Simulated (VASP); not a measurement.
Band structure of Bi (a7). Level of theory: PBE GGA with D4 dispersion, VASP's PBE PAW potentials (set 64) (plane waves; VASP 6.6.1).

Unless said otherwise, spin-orbit coupling is left out, though it shifts the bands of the heavy elements here.

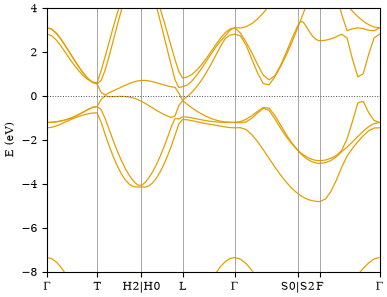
Figure: Bands along high-symmetry lines, zero at the valence-band maximum or, without a gap, the Fermi level

### Question
Read the plot: is there a gap, and where are the band edges?

### Answer
It has no gap at this level: it comes out as a metal or semimetal. (Edges off the drawn lines would not show.)

The compound is Bi in the a7 structure. It was relaxed first.
